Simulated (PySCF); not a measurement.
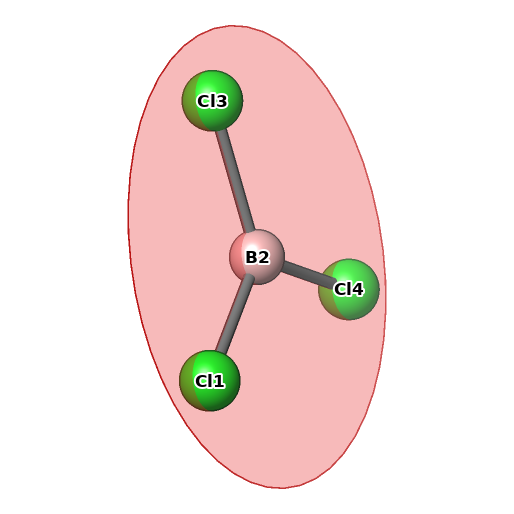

A disc through the centre of mass is drawn in. Distant atoms are faded towards the background colour. The computed structure is the end point of a PBE0-D3(BJ)/def2-TZVP optimisation. No frequency run is at hand to confirm it as a minimum.

Q: Is the plane of the disc a mirror plane of the structure?

A: Yes. The reflection leaves Cl1, B2, Cl3, Cl4 in place. The point group is D3h.
